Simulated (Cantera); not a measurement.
Charge: 1 mol PbO, 0.5 mol H₂, equilibrated at 0.00380 bar.

These are equilibrium values from Cantera (NASA tables, ideal gas, pure condensed phases), not measurements of a reactor. Candidate condensed phases: H₂O, Pb, PbO, PbO₂, Pb₃O₄; 12 gas species. Each liquid is taken as pure. Mutual solubility and eutectic melting of coexisting phases are not modelled. Gases not in the tables: (PbO)n polymers. Rates play no part.

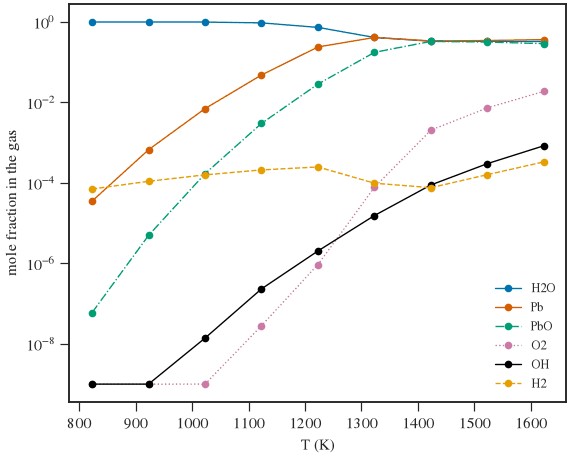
*Equilibrium gas composition (values under 1e-9 drawn at 1e-9)*

From 823 K to 1123 K the condensed part is Pb(l) + PbO(yellow). At 1223 K the condensed part is Pb(l) + PbO(l). At 1323 K the condensed part is PbO(l). From 1423 K to 1623 K nothing is condensed.
